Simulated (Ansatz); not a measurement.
CHBFSi (doublet)

```xyz
5

C    -0.3437    0.6739    0.2497
B    -1.2071    1.3189   -0.7481
F    -2.0390    1.2730   -1.7591
Si   -0.1471    2.3897    0.6144
H    -0.1082   -0.3768    0.4572
```

Geometry: r2SCAN-D4/def2-SVP.

Level of theory: isolated molecule in a Gaussian basis; Kohn-Sham density functional theory, functional PBE0 in Ansatz 0.2.0.

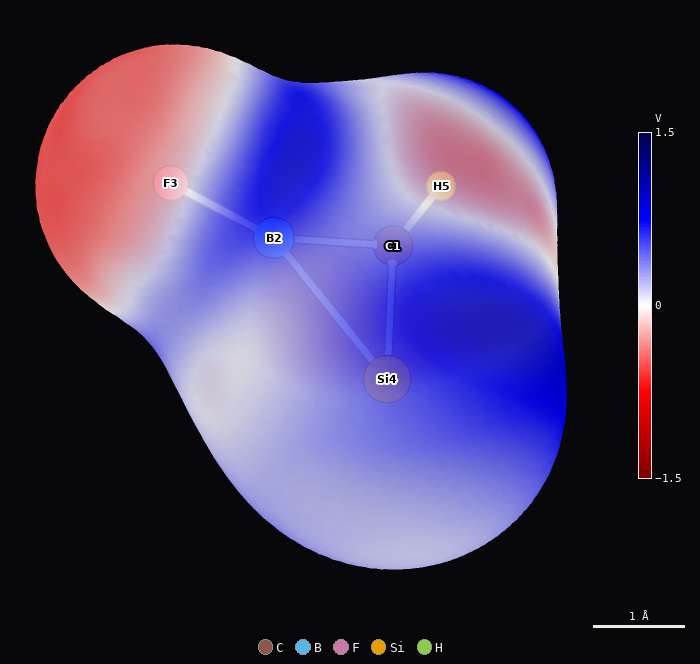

Figure 1. The electrostatic potential painted on the density surface at 0.002 e/bohr³, seen at a tilt; the colour scale runs from red (negative) to blue (positive).

Q: Describe the electrostatic potential map.

A: The most negative region (about −0.5 V) lies over F3, the most positive (about +1.2 V) over H5.

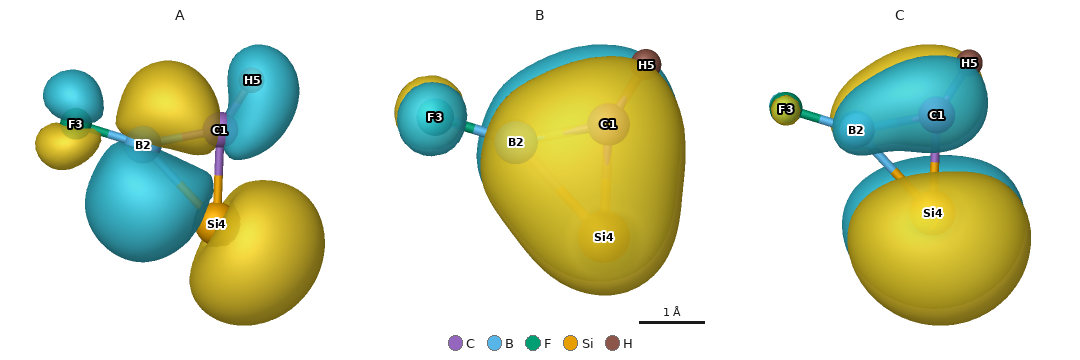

Figure 2. Three frontier orbitals at ±0.08 Å⁻³ᐟ² (yellow and cyan are the two phases), in no order.

Q: Order the three orbitals by energy and name them. All are α orbitals.

A: B is the HOMO−1 (α) (−8.00 eV). It lies mainly on C1 (about 45 %), Si4 (about 30 %) and B2 (about 20 %); it changes sign across the molecular plane (π type); π-bonding across C1–B2, C1–Si4 and B2–Si4. A is the HOMO (α) (−6.58 eV). It lies mainly on Si4 (about 50 %), B2 (about 25 %), C1 (about 15 %) and F3 (about 5 %); it is symmetric in the molecular plane (an in-plane orbital: σ, lone-pair or in-plane π type). C is the LUMO (α) (−1.68 eV). It lies mainly on Si4 (about 75 %), C1 (about 15 %) and B2 (about 10 %); it changes sign across the molecular plane (π type); π-bonding across C1–B2.

Q: What is the gap between the highest occupied and lowest empty α orbitals?

A: 4.90 eV between the orbital energies.

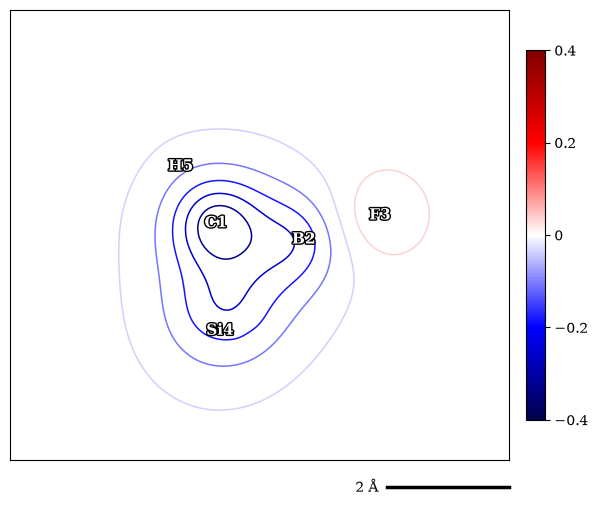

Figure 3. The HOMO−1 (α) on a plane 0.8 Å above the molecular plane (values in Å⁻³ᐟ²; the overall sign is arbitrary).

Q: Where does this orbital lie, and at what energy?

A: Its weight (Hirshfeld) is mainly on C1 (about 45 %), Si4 (about 30 %) and B2 (about 20 %); it changes sign across the molecular plane (π type); π-bonding across C1–B2, C1–Si4 and B2–Si4. Its energy is −8.00 eV.
